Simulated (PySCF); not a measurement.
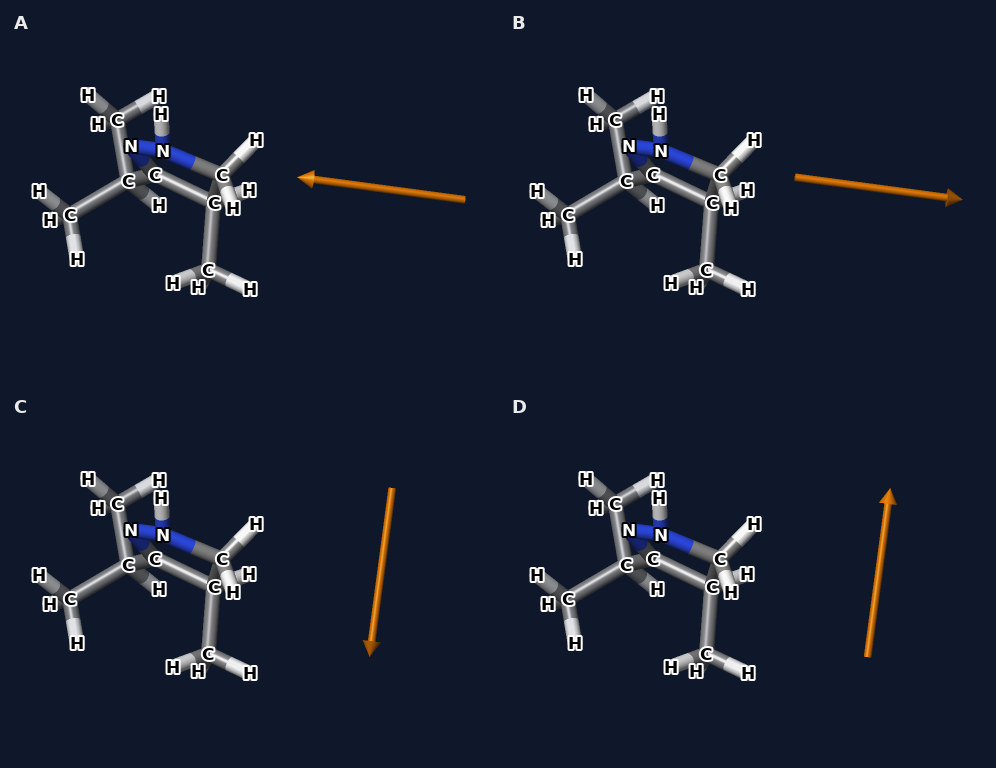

The same molecule four times, each with an arrow. The geometry was computed by an optimisation with GFN2-xTB. No frequency run is at hand to confirm it as a minimum. Level of theory: PBE0/pcSseg-1, gas phase (PySCF 2.14.0).

Which arrow points along the dipole moment, from the negative to the positive end?

Answer. B. The dipole moment is 2.17 D.
